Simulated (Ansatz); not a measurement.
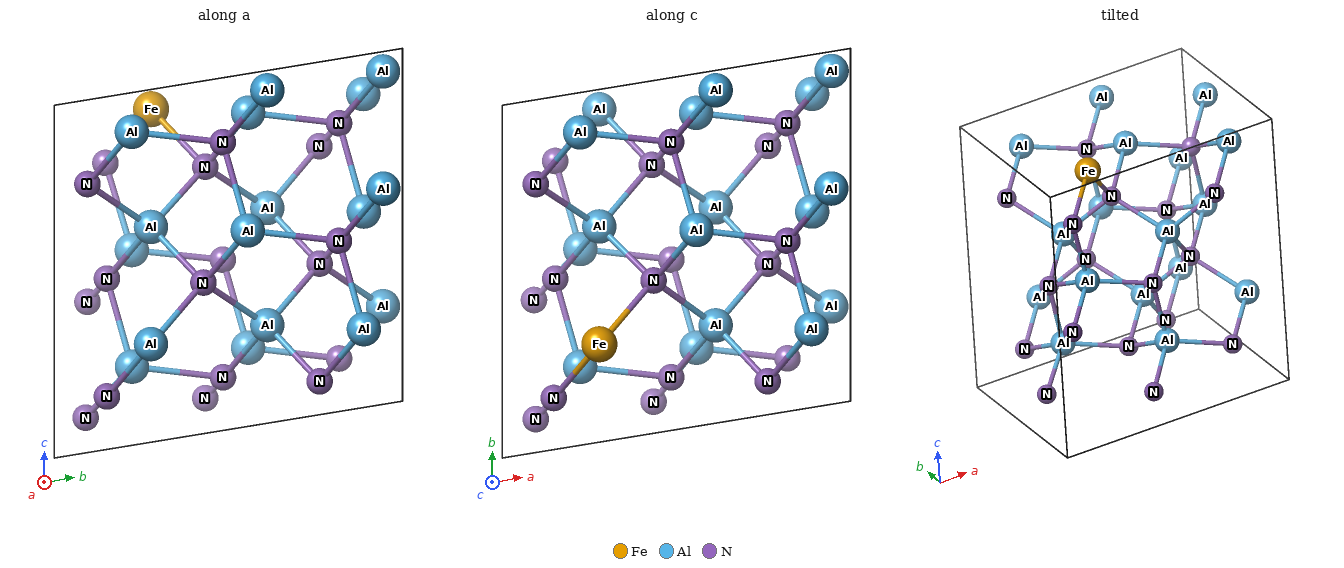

Crystal structure, ball-and-stick style, seen along the a axis, along the c axis and slightly off an axis. The lines enclose the simulation cell; boundary atoms appear with their images. Cell: a = 7.388 Å, b = 7.388 Å, c = 7.388 Å, α = 78.93°, β = 78.93°, γ = 78.93°.

What can be read from this drawing?

- The solid is Al17FeN18.
- The structure has R3m (No. 160) symmetry and a rhombohedral (trigonal R) lattice.
- In the cell are 17 Al, 1 Fe, 18 N, which makes 1 formula unit.
- Each Fe atom is coordinated by four N in a tetrahedral arrangement at about 2.0 Å. Al is linked to four N in a tetrahedral arrangement at about 1.9 Å.
- The numbers of neighbours within bonding distance are N 4.
- The bonds build a three-dimensional framework.

Origin of the cell: a structure listed in the Materials Project, repeated into a supercell with a point defect put in. The atoms were relaxed in a fixed cell with DFT PBE, scalar-relativistic, plane waves, PAW (Ansatz 0.2.0).
